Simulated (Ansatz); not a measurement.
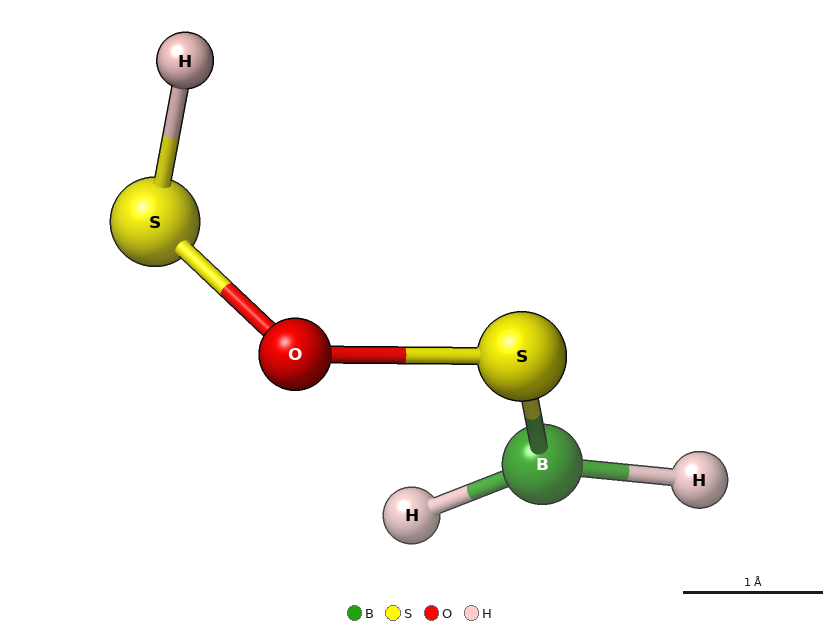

Distant atoms are faded towards the background colour. The computed structure is the end point of a PBE0-D4/def2-TZVP optimisation. No frequency run is at hand to confirm it as a minimum. Masses are those of the most abundant isotopes; constants are for the rigid equilibrium geometry.

> Classify the rotor and give the rotational constants (MHz).

An asymmetric top (C1): A = 11618, B = 2783, C = 2417 MHz. Ray's parameter κ is −0.92, close to the prolate limit.
